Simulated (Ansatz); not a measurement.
**BH₄NO (built from SMILES NBO): a reaction path by the nudged elastic band**

What path joins these two structures, and how high does it climb? Both ends were relaxed at PBE0-D4 in triple zeta. A second band with other settings follows.

Program: Ansatz 0.2.0, Gaussian basis. Level of theory: PBE0-D4/def2-SVP. These are calculated values, not measurements.

16 further runs of the same task are left out: 16 set aside as unsound or not needed.

### 1 The starting structure

The first end: 7 atoms, charge 0, spin multiplicity 1.

Atoms are counted from 1 here; the program's logs count them from 0.

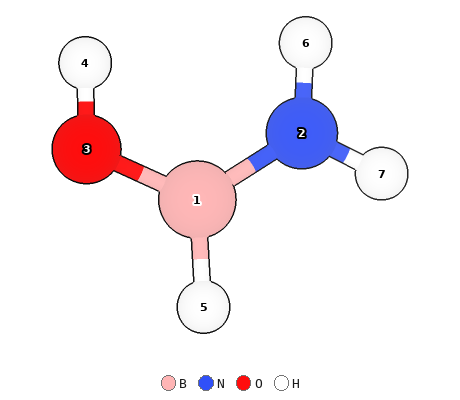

As it starts; boron pink, nitrogen blue, oxygen red, hydrogen white; atoms are numbered from 1 in the order of the file.

Geometry (Å):

```mol
BH4NO
  3D, bonds by distance, orders not assigned

  7  6  0  0  0  0  0  0  0  0999 V2000
   -0.5993    0.0505    0.0333 B   0  0
    0.6257   -0.4431    0.5092 N   0  0
   -0.7224    0.8545   -1.0663 O   0  0
    0.1076    1.0637   -1.5007 H   0  0
   -1.6086   -0.2374    0.6093 H   0  0
    1.5229   -0.2564    0.0945 H   0  0
    0.6741   -1.0318    1.3208 H   0  0
  1  2  8  0
  1  3  8  0
  1  5  8  0
  2  6  8  0
  2  7  8  0
  3  4  8  0
M  END
```

The second end:

```
B    -0.9748    0.0840   -0.2501
N     0.6808   -0.0766    0.1894
O    -1.1852    1.0122   -1.0512
H     1.1370    0.6655   -0.3354
H    -1.5856   -0.7725    0.3395
H     1.0807   -0.9727   -0.0748
H     0.8470    0.0602    1.1826
```

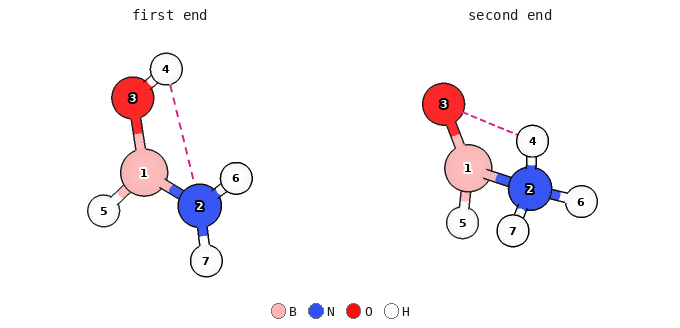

The two ends; dashed lines mark the contacts followed along the path.

### 2 The band at PBE0-D4/def2-SVP

neb/in.yaml

```yaml
crystal:
  periodic: [false, false, false]
  atoms:
    - {symbol: B, position_ang: [-0.599338, 0.050451, 0.033308]}
    - {symbol: N, position_ang: [0.625662, -0.443064, 0.509216]}
    - {symbol: O, position_ang: [-0.722442, 0.854531, -1.066321]}
    - {symbol: H, position_ang: [0.107645, 1.063733, -1.500744]}
    - {symbol: H, position_ang: [-1.608607, -0.237418, 0.609253]}
    - {symbol: H, position_ang: [1.522852, -0.256403, 0.094508]}
    - {symbol: H, position_ang: [0.674127, -1.031829, 1.320781]}
basis:
  gaussian: {orbitals: def2-SVP}
hamiltonian: {xc: pbe0, dispersion: d4}
neb:
  images: 5
  climbing: true
  max_iterations: 40
  initial_path: idpp
  final_atoms:
    - {symbol: B, position_ang: [-0.974813, 0.083996, -0.250115]}
    - {symbol: N, position_ang: [0.680817, -0.076622, 0.189419]}
    - {symbol: O, position_ang: [-1.185249, 1.012196, -1.051238]}
    - {symbol: H, position_ang: [1.137029, 0.665470, -0.335419]}
    - {symbol: H, position_ang: [-1.585643, -0.772491, 0.339521]}
    - {symbol: H, position_ang: [1.080710, -0.972744, -0.074755]}
    - {symbol: H, position_ang: [0.847049, 0.060196, 1.182589]}
```

On the command line:

```bash
$ ansatz run in.yaml --threads 2 --pin off --events-out ev --progress --plain --max-ram 4352MiB
```

Standard output, shortened:

```text
Functional definition: PBE0
  name "PBE0"
  cite "Adamo & Barone, J. Chem. Phys. 110, 6158 (1999) doi:10.1063/1.478522"
  cite "Perdew, Burke & Ernzerhof, Phys. Rev. Lett. 77, 3865 (1996) doi:10.1103/PhysRevLett.77.3865"
  parent pbe
[...]
683 factors; integrals over basis functions are off by at most 2.7e-4 eV
[...]
mean field -4272.79404663 eV, -157.0222850100 hartree, gradient 4.0e-5 eV, S^2 0.000000; 0 other end points of the search recorded, 0 dependent functions left out
[...]
reference -4272.79406792 eV, -157.0222857923 hartree; 12, 12 occupied and 50, 50 virtual orbitals, 683 factors
[... from here to the last solve, the lines of the solves are left out (100 solves) ...]
WARN: NEB end point (image 0): max|allowed force component| = 2.685e-1 eV/Å (the criterion of neb.relax_end_points is 1.000e-2). That is over neb.f_tol: it is no minimum, so the barrier can be far off. Relax it first
WARN: NEB end point (image 6): max|allowed force component| = 3.182e-1 eV/Å (the criterion of neb.relax_end_points is 1.000e-2). That is over neb.f_tol: it is no minimum, so the barrier can be far off. Relax it first
NEB iter   1: max|band force component| = 4.632e0 eV/Å  barrier→ = 4.0885 eV  barrier← = 2.7926 eV  Δτ_max = 0.2000 Å  (165 SCF iters)
[...]
NEB iter   4: max|band force component| = 2.540e0 eV/Å  barrier→ = 1.9847 eV  barrier← = 0.6888 eV  Δτ_max = 0.1648 Å  (130 SCF iters)
[...]
NEB iter   7: max|band force component| = 4.293e0 eV/Å  barrier→ = 1.6267 eV  barrier← = 0.3308 eV  Δτ_max = 0.0965 Å  (130 SCF iters)
[...]
NEB iter  10: max|band force component| = 4.327e-1 eV/Å  barrier→ = 1.9561 eV  barrier← = 0.6601 eV  CI = image 4  Δτ_max = 0.0291 Å  (121 SCF iters)
[...]
NEB iter  12: max|band force component| = 5.775e-2 eV/Å  barrier→ = 1.9548 eV  barrier← = 0.6589 eV  CI = image 4  Δτ_max = 0.0141 Å  (115 SCF iters)
[...]
NEB iter  13: max|band force component| = 4.409e-2 eV/Å  barrier→ = 1.9548 eV  barrier← = 0.6589 eV  CI = image 4  Δτ_max = 0.0000 Å  (843 SCF iters)
Total energy: -4270.89723181 eV, -156.9525783509 hartree
Atom 0 at    -0.838245    -0.034822    -0.091486 Å, force     0.000684    -0.003638    -0.001910 eV/Å
Atom 1 at     0.714168    -0.133793     0.180961 Å, force     0.001053     0.001802    -0.006559 eV/Å
Atom 2 at    -0.895199     1.060074    -0.780924 Å, force     0.004732     0.002979     0.003862 eV/Å
Atom 3 at     0.400271     0.870484    -0.483364 Å, force    -0.008017    -0.001261     0.000417 eV/Å
Atom 4 at    -1.649312    -0.841014     0.300223 Å, force    -0.000249     0.001169    -0.001019 eV/Å
Atom 5 at     1.228299    -0.892279    -0.267252 Å, force     0.000497    -0.002891     0.004567 eV/Å
Atom 6 at     1.039916    -0.028650     1.141843 Å, force     0.001299     0.001839     0.000641 eV/Å
Dipole moment:     0.708393    -0.448705     0.374501 e Å
```

Wall time 57 s (2 threads of Arm Neoverse V2, shared host).

The last band:

| image | path (Å) | energy (kcal/mol) | N2–H4 (Å) | B1–N2 (Å) | O3–H4 (Å) |
| --- | --- | --- | --- | --- | --- |
| 0 | 0.00 | 0.0 | 2.56 | 1.40 | 0.96 |
| 1 | 0.61 | 4.3 | 2.46 | 1.42 | 0.96 |
| 2 | 1.21 | 13.1 | 2.26 | 1.45 | 0.97 |
| 3 | 1.82 | 22.2 | 1.87 | 1.48 | 0.99 |
| 4 | 2.42 | 45.1 | 1.24 | 1.58 | 1.34 |
| 5 | 2.87 | 33.9 | 1.04 | 1.68 | 1.91 |
| 6 | 3.32 | 29.9 | 1.02 | 1.72 | 2.45 |

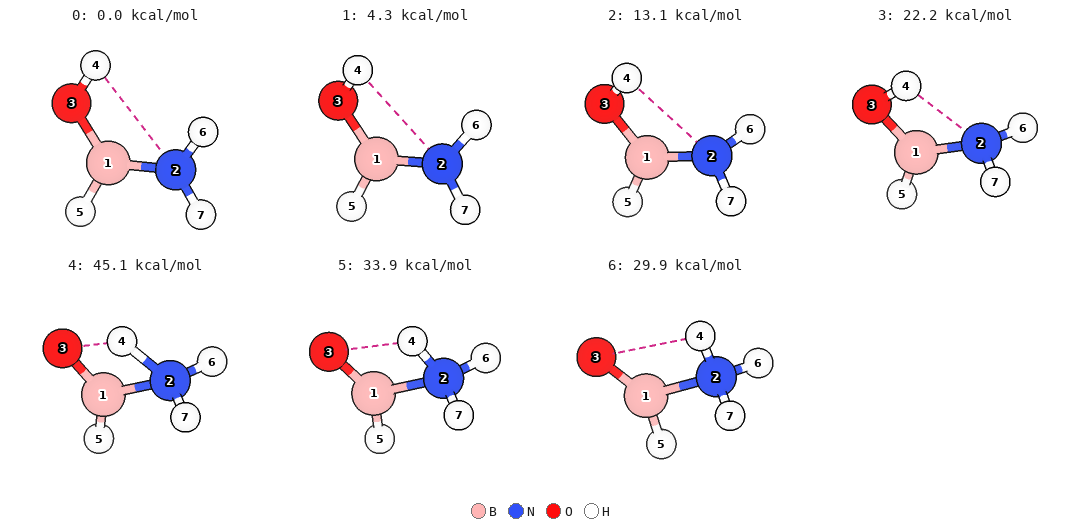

The images of the last band.

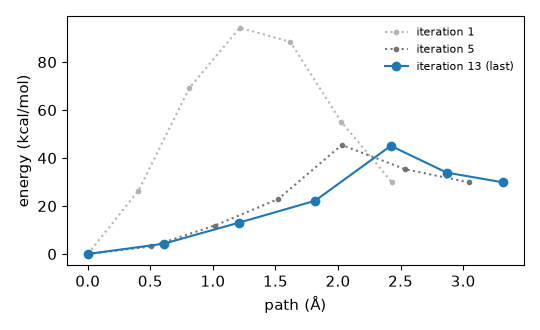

Energy along the path.

The highest image, 4:

```xyz
7
BH4NO
B    -0.8382   -0.0348   -0.0915
N     0.7142   -0.1338    0.1810
O    -0.8952    1.0601   -0.7809
H     0.4003    0.8705   -0.4834
H    -1.6493   -0.8410    0.3002
H     1.2283   -0.8923   -0.2673
H     1.0399   -0.0286    1.1418
```

### 3 The band at SPW92/def2-SVP, other settings

Edit neb/in.yaml of step 2 so:

```diff
@@ -12,6 +12,6 @@
   gaussian: {orbitals: def2-SVP}
-hamiltonian: {xc: pbe0, dispersion: d4}
+hamiltonian: {xc: lda}
 neb:
-  images: 5
-  climbing: true
+  images: 7
+  climbing: immediate
   max_iterations: 40
```

On the command line:

```bash
$ ansatz run in.yaml --threads 2 --pin off --events-out ev --progress --plain --max-ram 4352MiB
```

Standard output:

```text
Functional definition: SPW92
  name "SPW92"
  cite "Dirac, Proc. Camb. Phil. Soc. 26, 376 (1930) doi:10.1017/S0305004100016108"
  cite "Slater, Phys. Rev. 81, 385 (1951) doi:10.1103/PhysRev.81.385"
  cite "Perdew & Wang, Phys. Rev. B 45, 13244 (1992) doi:10.1103/PhysRevB.45.13244"
  exchange = slater_x
  correlation = pw_c
701 factors; their error is unknown
mean field evaluation 1: about -4232.5455 eV, gradient 7.2e1 eV
mean field evaluation 2: about -4213.7273 eV, gradient 1.2e2 eV
mean field evaluation 4: about -4242.4247 eV, gradient 4.5e0 eV
mean field evaluation 8: about -4242.4516 eV, gradient 1.4e-1 eV
mean field -4242.45162434 eV, -155.9072215575 hartree, gradient 2.4e-5 eV, S^2 0.000000; 0 other end points of the search recorded, 0 dependent functions left out
the calculation of the forces begins
reference -4242.45165233 eV, -155.9072225861 hartree; 12, 12 occupied and 50, 50 virtual orbitals, 701 factors
[... from here to the last solve, the lines of the solves are left out (144 solves) ...]
WARN: NEB end point (image 0): max|allowed force component| = 7.406e-1 eV/Å (the criterion of neb.relax_end_points is 1.000e-2). That is over neb.f_tol: it is no minimum, so the barrier can be far off. Relax it first
WARN: NEB end point (image 8): max|allowed force component| = 8.225e-1 eV/Å (the criterion of neb.relax_end_points is 1.000e-2). That is over neb.f_tol: it is no minimum, so the barrier can be far off. Relax it first
NEB iter   1: max|band force component| = 4.390e0 eV/Å  barrier→ = 3.5361 eV  barrier← = 2.2703 eV  CI = image 4  Δτ_max = 0.2000 Å  (228 SCF iters)
NEB iter   2: max|band force component| = 3.315e0 eV/Å  barrier→ = 2.8319 eV  barrier← = 1.5661 eV  CI = image 4  Δτ_max = 0.2000 Å  (218 SCF iters)
NEB iter   3: max|band force component| = 2.706e1 eV/Å  barrier→ = 2.9163 eV  barrier← = 1.6504 eV  CI = image 2  Δτ_max = 0.1003 Å  (222 SCF iters)
NEB iter   4: max|band force component| = 8.824e0 eV/Å  barrier→ = 1.5950 eV  barrier← = 0.3291 eV  CI = image 5  Δτ_max = 0.2000 Å  (192 SCF iters)
NEB iter   5: max|band force component| = 7.745e0 eV/Å  barrier→ = 1.8147 eV  barrier← = 0.5488 eV  CI = image 4  Δτ_max = 0.1013 Å  (204 SCF iters)
NEB iter   6: max|band force component| = 1.420e1 eV/Å  barrier→ = 1.9949 eV  barrier← = 0.7291 eV  CI = image 4  Δτ_max = 0.1603 Å  (196 SCF iters)
NEB iter   7: max|band force component| = 1.075e0 eV/Å  barrier→ = 1.5437 eV  barrier← = 0.2778 eV  CI = image 6  Δτ_max = 0.1563 Å  (204 SCF iters)
NEB iter   8: max|band force component| = 9.446e-1 eV/Å  barrier→ = 1.6093 eV  barrier← = 0.3435 eV  CI = image 6  Δτ_max = 0.0995 Å  (197 SCF iters)
NEB iter   9: max|band force component| = 5.916e-1 eV/Å  barrier→ = 1.6089 eV  barrier← = 0.3431 eV  CI = image 6  Δτ_max = 0.0335 Å  (195 SCF iters)
NEB iter  10: max|band force component| = 3.070e-1 eV/Å  barrier→ = 1.6038 eV  barrier← = 0.3379 eV  CI = image 6  Δτ_max = 0.0189 Å  (188 SCF iters)
NEB iter  11: max|band force component| = 1.197e-1 eV/Å  barrier→ = 1.6024 eV  barrier← = 0.3365 eV  CI = image 6  Δτ_max = 0.0171 Å  (192 SCF iters)
NEB iter  12: max|band force component| = 5.270e-2 eV/Å  barrier→ = 1.6018 eV  barrier← = 0.3359 eV  CI = image 6  Δτ_max = 0.0456 Å  (189 SCF iters)
NEB iter  13: max|band force component| = 6.825e-2 eV/Å  barrier→ = 1.6016 eV  barrier← = 0.3358 eV  CI = image 6  Δτ_max = 0.0229 Å  (195 SCF iters)
NEB iter  14: max|band force component| = 7.370e-2 eV/Å  barrier→ = 1.6018 eV  barrier← = 0.3359 eV  CI = image 6  Δτ_max = 0.0114 Å  (192 SCF iters)
701 factors; their error is unknown
mean field -4241.04155777 eV, -155.8554025667 hartree, gradient 1.6e-6 eV, S^2 0.000000; 0 other end points of the search recorded, 0 dependent functions left out
the calculation of the forces begins
reference -4241.04158516 eV, -155.8554035732 hartree; 12, 12 occupied and 50, 50 virtual orbitals, 701 factors
NEB iter  15: max|band force component| = 4.872e-2 eV/Å  barrier→ = 1.6013 eV  barrier← = 0.3355 eV  CI = image 6  Δτ_max = 0.0000 Å  (1057 SCF iters)
Total energy: -4240.85033636 eV, -155.8483753098 hartree
Atom 0 at    -0.833760    -0.043968    -0.091068 Å, force    -0.020612     0.001483    -0.006751 eV/Å
Atom 1 at     0.711149    -0.122310     0.172070 Å, force     0.018595    -0.004533     0.016649 eV/Å
Atom 2 at    -0.930275     1.058350    -0.765356 Å, force     0.001784    -0.001684     0.001986 eV/Å
Atom 3 at     0.410008     0.885981    -0.475076 Å, force     0.001894     0.001761    -0.003935 eV/Å
Atom 4 at    -1.634514    -0.879900     0.299182 Å, force     0.003043    -0.000811     0.000037 eV/Å
Atom 5 at     1.240921    -0.880380    -0.285588 Å, force    -0.004365     0.001433    -0.005327 eV/Å
Atom 6 at     1.036369    -0.017772     1.145837 Å, force    -0.000338     0.002351    -0.002658 eV/Å
Dipole moment:     0.754798    -0.420806     0.358613 e Å
```

Wall time 46 s (2 threads of Arm Neoverse V2, shared host).

The last band:

| image | path (Å) | energy (kcal/mol) | N2–H4 (Å) | B1–N2 (Å) | O3–H4 (Å) |
| --- | --- | --- | --- | --- | --- |
| 0 | 0.00 | 0.0 | 2.56 | 1.40 | 0.96 |
| 1 | 0.42 | 1.4 | 2.52 | 1.41 | 0.98 |
| 2 | 0.85 | 6.9 | 2.41 | 1.42 | 0.98 |
| 3 | 1.27 | 12.6 | 2.28 | 1.45 | 0.98 |
| 4 | 1.69 | 16.5 | 2.06 | 1.46 | 0.99 |
| 5 | 2.12 | 24.8 | 1.67 | 1.49 | 1.05 |
| 6 | 2.54 | 36.9 | 1.24 | 1.57 | 1.38 |
| 7 | 2.97 | 30.6 | 1.05 | 1.65 | 1.93 |
| 8 | 3.39 | 29.2 | 1.02 | 1.72 | 2.45 |

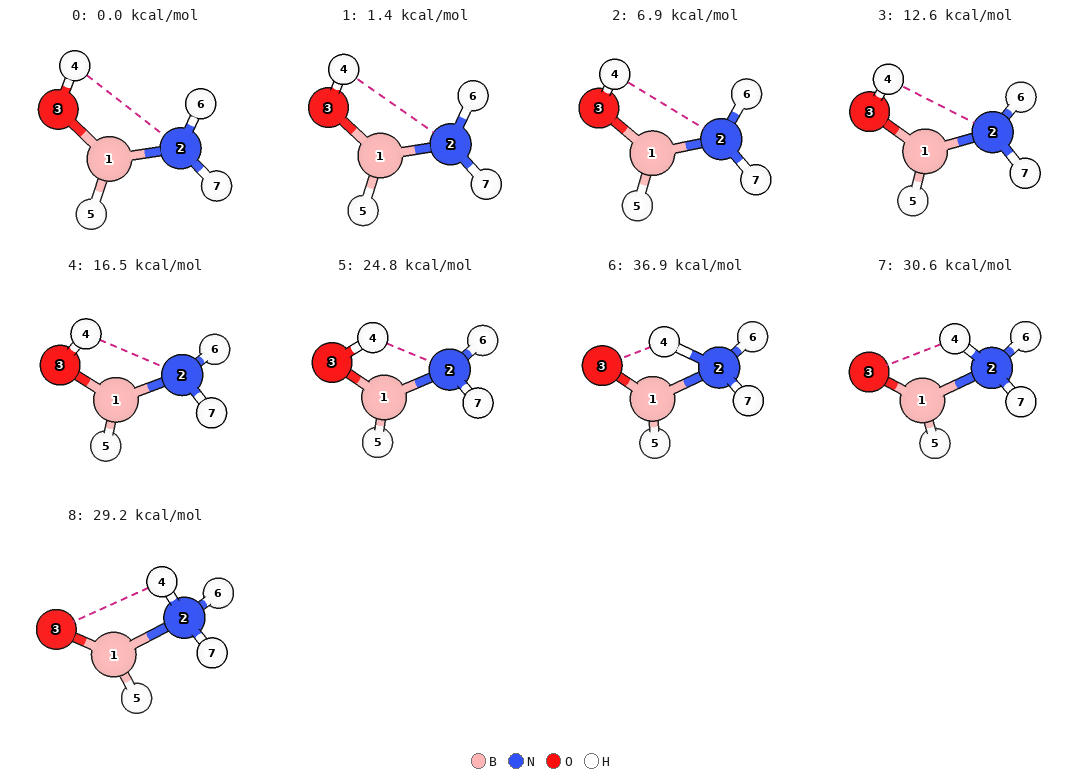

The images of the last band.

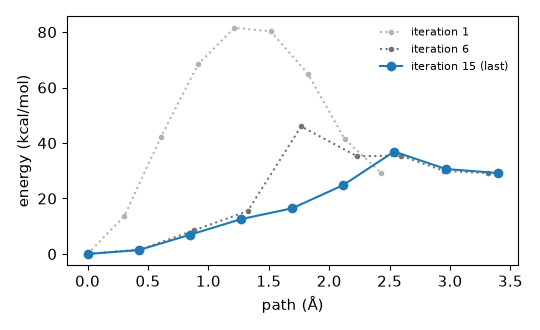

Energy along the path.

The highest image, 6:

```xyz
7

B    -0.83376   -0.04397   -0.09107
N     0.71115   -0.12231    0.17207
O    -0.93027    1.05835   -0.76536
H     0.41001    0.88598   -0.47508
H    -1.63451   -0.87990    0.29918
H     1.24092   -0.88038   -0.28559
H     1.03637   -0.01777    1.14584
```

### 4 Results

| quantity | value |
| --- | --- |
| PBE0-D4/def2-SVP, 13 iterations | highest 45.1 kcal/mol (image 4), last end +29.9 kcal/mol |
| SPW92/def2-SVP, 15 iterations | highest 36.9 kcal/mol (image 6), last end +29.2 kcal/mol |
| from earlier runs: barrier over the separately found saddle, CCSD(T)/def2-TZVPP | 48.4 kcal/mol |

What this shows: The highest image lies 45.1 kcal/mol above the first end, and it climbed, so it estimates the saddle. The ends are not quite minima at this level (largest force component 0.32 eV/Å), so the heights are unreliable: relaxing the first end would lower it and raise the barrier above it. The highest image is 3.3 kcal/mol below the CCSD(T) barrier in triple zeta, which comes from separate runs on the saddle. The second band's highest image lies at 36.9 kcal/mol; the levels differ.
